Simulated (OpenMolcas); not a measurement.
## Run report: Nb⁴⁺ complex, multiconfigurational calculation

- system: Nb⁴⁺ with 6 ligands (F; octahedron, 2.056 Å), embedded in Cs2NaYF6 by model potentials and point charges, whose field is part of the energies.
- method: state-averaged CASSCF, active space 1 electron in the shell 4d, basis ANO-RCC-VTZP on the metal and ANO-RCC-VDZP on the ligands, DKH2 scalar Hamiltonian, spin-orbit coupling by RASSI with atomic mean-field integrals (OpenMolcas)

**Key numbers**

| quantity | value |
| --- | --- |
| outcome | converged |
| energy of the lowest spin-free term | −4415.37315 hartree |
| energy of the lowest spin-orbit level | −4415.37470 hartree |
| largest spread among components of a term | 0.0 cm⁻¹ |
| hardware | 1 thread of Arm Neoverse V1, 24 GiB of memory available, shared host |
| wall time | 14 s |
| peak memory | 0.4 GiB |

**Notes**

Caveats: covalent bonds, ligand orbitals missing from the active space; the geometry is set by hand, with no relaxation.

**Input**
```
&GATEWAY
Basis set
Nb.ANO-RCC-VTZP.
Nb1 0.0 0.0 0.0 Angstrom
End of basis
Basis set
F.ANO-RCC-VDZP.
L1 2.056000 0.000000 0.000000 Angstrom
L2 0.000000 2.056000 0.000000 Angstrom
L3 0.000000 0.000000 2.056000 Angstrom
End of basis
Basis set
Na.EMB-AIMP.Ruiperez.7s4p.1s1p.ECP.Cs2NaYF6.
PseudoCharge
* 3 symmetry-unique lattice sites within 7.6 angstrom
End of basis
Basis set
Cs.EMB-AIMP.Ruiperez.0s.0s.ECP.Cs2NaYF6.
PseudoCharge
* 16 symmetry-unique lattice sites within 7.6 angstrom
End of basis
Basis set
F.EMB-AIMP.Ruiperez.0s.0s.ECP.Cs2NaYF6.
PseudoCharge
* 27 symmetry-unique lattice sites within 7.6 angstrom
End of basis
Basis set
Y.EMB-AIMP.Ruiperez.0s.0s.ECP.Cs2NaYF6.
PseudoCharge
* 6 symmetry-unique lattice sites within 7.6 angstrom
End of basis
Symmetry
XYZ
AngMom=0.0 0.0 0.0
AMFI
RICD
XField
1537 Angstrom 0
* Evjen-weighted lattice charges
&SEWARD
&RASSCF
FileOrb=start.orb
Symmetry=1
Spin=2
nActEl=1 0 0
Inactive=24 24
Ras2=5 0
CIRoot=5 5 1
SDav=5
CIMx=300
Iter=150 100
PrWF=0.3
OrbListing=Nothing
MaxOrb=0
LevShft=1.0
>>> COPY $Project.JobIph JOB001
&RASSI
NrOfJobIphs=1 5
1 2 3 4 5
IphNames
JOB001
EJob
SpinOrbit
DIPRint=1.0
SOCoupling=1000.0
Subsets=2
Property=9
'ANGMOM' 1 'ANGMOM' 2 'ANGMOM' 3 'MLTPL  1' 1 'MLTPL  1' 2 'MLTPL  1' 3
'AMFI' 1 'AMFI' 2 'AMFI' 3
SOProperty=3
'ANGMOM' 1 'ANGMOM' 2 'ANGMOM' 3
```

The file start.orb holds starting orbitals from an earlier step. A driver script formed the levels outside the program, from RASSI's spin-orbit matrix and the active-space energies, averaged over the components of each term or state.

Run as:
```bash
OMP_NUM_THREADS=1 MOLCAS_MEM=2457 MOLCAS_PROJECT=a pymolcas a.inp > a.log  # once for each step of the input, in one work folder
```

**Log (extracts)**
```
--- SEWARD ---
Basis set label: NB.ANO-RCC...7S6P4D2F1G.

      Electronic valence basis set:
      ------------------
      Associated Effective Charge  41.000000 au
      Associated Actual Charge     41.000000 au
      Nuclear Model: Point charge

      Shell  nPrim  nBasis  Cartesian Spherical Contaminant
         s      21       7        X
         p      18       6        X
         d      13       4                 X
         f       6       2                 X
         g       4       1                 X
                  Relativistic Douglas-Kroll-Hess integrals:
                    - DKH order of Hamiltonian: 2
                    - DKH order of Properties : 0
                  Atomic mean-field integrals
--- RASSCF ---
Wave function specifications:
      -----------------------------

      Number of closed shell electrons          96
      Number of electrons in active shells       1
      Max number of holes in RAS1 space          0
      Max nr of electrons in RAS3 space          0
      Number of inactive orbitals               48
      Number of active orbitals                  5
      Number of secondary orbitals             123
      Spin quantum number                      0.5
      State symmetry                             1
Orbital specifications:
      -----------------------

      Symmetry species                           1   2
                                                ag  au
      Frozen orbitals                            0   0
      Inactive orbitals                         24  24
      Active orbitals                            5   0
      RAS1 orbitals                              0   0
      RAS2 orbitals                              5   0
      RAS3 orbitals                              0   0
      Secondary orbitals                        61  62
      Deleted orbitals                           0   0
      Number of basis functions                 90  86
      Number of CSFs                             5
      Number of root(s) required                 5
      Iter CI   SX   CI       RASSCF       Energy    max ROT     max BLB   max BLB  Level Ln srch  Step   QN
          iter iter root      energy       change     param      element    value   shift minimum  type update
 Nr of preliminary CI iterations:   1
      Total energies have been shifted. Add                -4000.00 au
        1   1   10    0  -414.10834128    0.00E+00  -1.27E-01*  24  27 1  3.20E-01*  0.82   0.00    SX    NO
        2   1   11    0  -415.11329046   -1.00E+00* -8.46E-02   24  27 1  2.01E-01*  0.55   0.00    SX    NO
        3   1   10    0  -415.28777654   -1.74E-01* -3.02E-02   24  27 1  7.81E-02*  0.65   0.00    SX    NO
        4   1   10    0  -415.31439351   -2.66E-02* -1.55E-02   24  27 1  4.08E-02*  0.67   0.00    SX    NO
        5   1    9    0  -415.32048422   -6.09E-03* -1.39E-02   24  27 1  1.96E-02*  0.68   1.96    LS   YES
        6   1    9    0  -415.32243435   -1.95E-03*  5.68E-03   12  42 2  4.67E-03*  0.68   1.08    QN   YES
        7   1    9    0  -415.32268641   -2.52E-04*  2.31E-03   11  52 1 -1.83E-03*  0.68   1.18    QN   YES
        8   1    8    0  -415.32272034   -3.39E-05* -6.82E-04    7  42 2 -4.58E-04*  0.68   1.19    QN   YES
        9   1    7    0  -415.32272263   -2.28E-06* -1.75E-04   24  33 1 -1.44E-04*  0.68   1.24    QN   YES
       10   1    6    0  -415.32272290   -2.73E-07*  5.03E-05   12  32 2 -5.73E-05   0.68   1.34    QN   YES
       11   1    6    0  -415.32272294   -4.54E-08* -1.31E-05   24  27 1 -1.94E-05   0.68   1.24    QN   YES
       12   1    5    0  -415.32272295   -5.93E-09  -9.82E-06   24  44 2  9.95E-06   0.68   1.40    QN   YES
      Convergence after 12 iterations
       13   1    5    0  -415.32272295   -1.59E-09  -9.82E-06   24  48 1  4.42E-06   0.68   1.40    QN   YES
      Natural orbitals and occupation numbers for root  1
      sym 1:  -0.000000   0.000000  -0.000000   1.000000  -0.000000
      Natural orbitals and occupation numbers for root  2
      sym 1:   0.000000   1.000000  -0.000000  -0.000000  -0.000000
      Natural orbitals and occupation numbers for root  3
      sym 1:   1.000000  -0.000000  -0.000000  -0.000000  -0.000000
::    RASSCF root number  1 Total energy:  -4415.37314612
::    RASSCF root number  2 Total energy:  -4415.37314612
::    RASSCF root number  3 Total energy:  -4415.37314612
::    RASSCF root number  4 Total energy:  -4415.24708821
::    RASSCF root number  5 Total energy:  -4415.24708820
--- RASSI ---
SPIN-FREE ENERGIES:
  (Shifted by EMIN (a.u.) =      -4415.3731461172)

 SF State       Relative EMIN(au)   Rel lowest level(eV)    D:o, cm**(-1)

     1             0.0000000000        0.0000000000              0.0000
     2             0.0000000000        0.0000000000              0.0000
     3             0.0000000000        0.0000000000              0.0000
     4             0.1260579122        3.4302105369          27666.5138
     5             0.1260579122        3.4302105369          27666.5138
     Dipole printing threshold changed to   1.00000000E+00
Eigenvalues of complex Hamiltonian:
   -----------------------------------
  (Shifted by EMIN (a.u.) =      -4415.3731461172)

 SO State       Relative EMIN(au)   Rel lowest level(eV)    D:o, cm**(-1)

     1            -0.0015505505        0.0000000000              0.0000
     2            -0.0015505505        0.0000000000              0.0000
     3            -0.0015505506        0.0000000000              0.0000
     4            -0.0015505506        0.0000000000              0.0000
     5             0.0028974702        0.1210368110            976.2277
     6             0.0028974702        0.1210368110            976.2277
     7             0.1261597276        3.4751737062          28029.1662
     8             0.1261597276        3.4751737062          28029.1662
     9             0.1261597276        3.4751737062          28029.1662
    10             0.1261597276        3.4751737062          28029.1662
Weights of the five most important spin-orbit-free states for each spin-orbit state.

 SO State  Total energy (au)           Spin-free states, spin, and weights
 -------------------------------------------------------------------------------------------------------
    1        -0.001551       3 0.5  0.6661    2 0.5  0.1667    1 0.5  0.1664    5 0.5  0.0007    4 0.5  0.0001
    2        -0.001551       3 0.5  0.6661    2 0.5  0.1667    1 0.5  0.1664    5 0.5  0.0007    4 0.5  0.0001
    3        -0.001551       1 0.5  0.4997    2 0.5  0.4995    4 0.5  0.0007    5 0.5  0.0001    3 0.5  0.0000
    4        -0.001551       1 0.5  0.4997    2 0.5  0.4995    4 0.5  0.0007    5 0.5  0.0001    3 0.5  0.0000
    5         0.002897       2 0.5  0.3333    1 0.5  0.3333    3 0.5  0.3333    5 0.5  0.0000    4 0.5  0.0000
    6         0.002897       2 0.5  0.3333    1 0.5  0.3333    3 0.5  0.3333    5 0.5  0.0000    4 0.5  0.0000
    7         0.126160       5 0.5  0.9992    3 0.5  0.0005    2 0.5  0.0003    1 0.5  0.0000    4 0.5  0.0000
    8         0.126160       5 0.5  0.9992    3 0.5  0.0005    2 0.5  0.0003    1 0.5  0.0000    4 0.5  0.0000
    9         0.126160       4 0.5  0.9992    1 0.5  0.0005    2 0.5  0.0003    3 0.5  0.0000    5 0.5  0.0000
   10         0.126160       4 0.5  0.9992    1 0.5  0.0005    2 0.5  0.0003    3 0.5  0.0000    5 0.5  0.0000
 -------------------------------------------------------------------------------------------------------
```

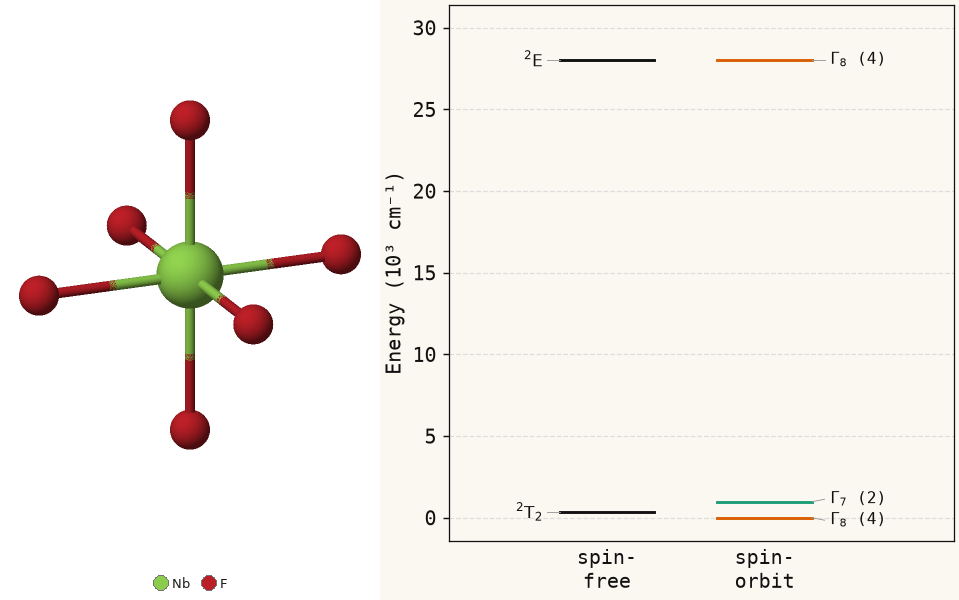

Fig. 1: Nb⁴⁺ (4d) as a dopant in Cs₂NaYF₆, a cluster with its 6 nearest F⁻ at 2.056 Å (octahedron) embedded in model potentials and point charges; the geometry was set, not optimised, and its levels. Labels give the representation in O, Td, D4 or D3 as the site allows (double group for half-integer spin) where it could be assigned and, in brackets, the degeneracy; spin-free states, where drawn, share the zero of the spin-orbit levels. The ground level is Γ₈, 4-fold degenerate, 100 % from states of spin multiplicity 2. The next level lies at 976 cm⁻¹ (Γ₇). The lowest spin-free state is ²T₂; of the same spin there follows at 27,700 cm⁻¹ (²E) above it. A ligand-field fit to the spin-free states gives |10Dq| = 27,700 cm⁻¹. The active orbitals hold 80 to 90 % metal character (Löwdin), and the Mulliken charge of the metal is +2.65.
